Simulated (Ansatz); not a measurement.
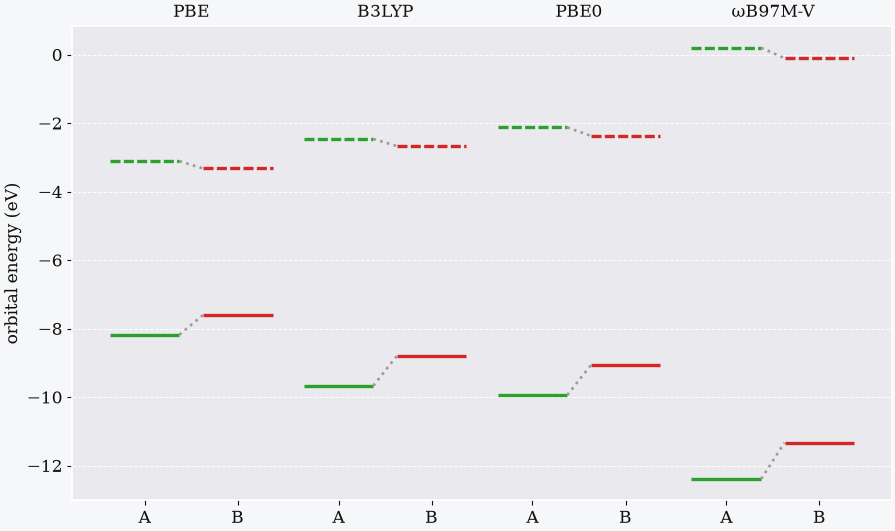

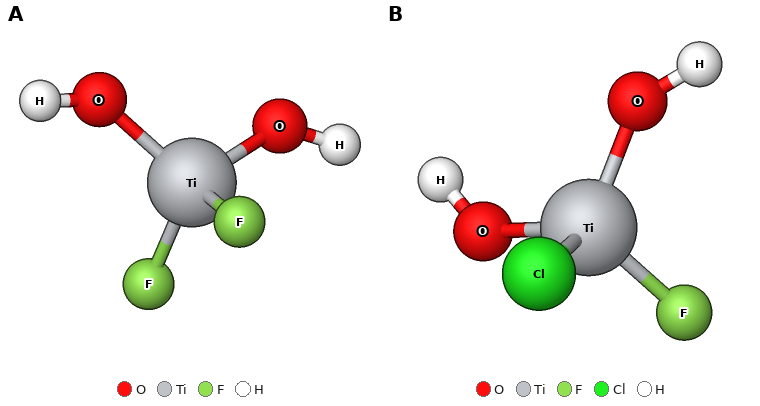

One change: A, TiH₂O₂F₂ (SMILES [OH][Ti]([OH])([F])[F]), becomes B, TiH₂O₂ClF (SMILES [OH][Ti]([OH])([F])[Cl]). F on Ti is replaced by Cl. HOMO (solid) and LUMO (dashed) computed in def2-TZVPP at PBE0-D4/def2-TZVP geometries, both minima by their frequencies, gas phase, the Ansatz code. Empty levels above zero depend strongly on the basis.

**What does the change do to HOMO and LUMO?**

PBE: the HOMO rises by 0.57 eV, the LUMO falls by 0.21 eV, and the separation goes from 5.07 to 4.28 eV. B3LYP: the HOMO rises by 0.86 eV, the LUMO falls by 0.20 eV, and the separation goes from 7.20 to 6.14 eV. PBE0: the HOMO rises by 0.86 eV, the LUMO falls by 0.24 eV, and the separation goes from 7.81 to 6.71 eV. ωB97M-V: the HOMO rises by 1.06 eV, the LUMO falls by 0.30 eV, and the separation goes from 12.59 to 11.23 eV.

**Do the functionals agree on the effect?**

They agree on the direction for both levels; the HOMO shift lies between 0.57 and 1.06 eV and the LUMO shift between −0.30 and −0.20 eV, while the separations themselves differ by up to 7.5 eV between functionals.
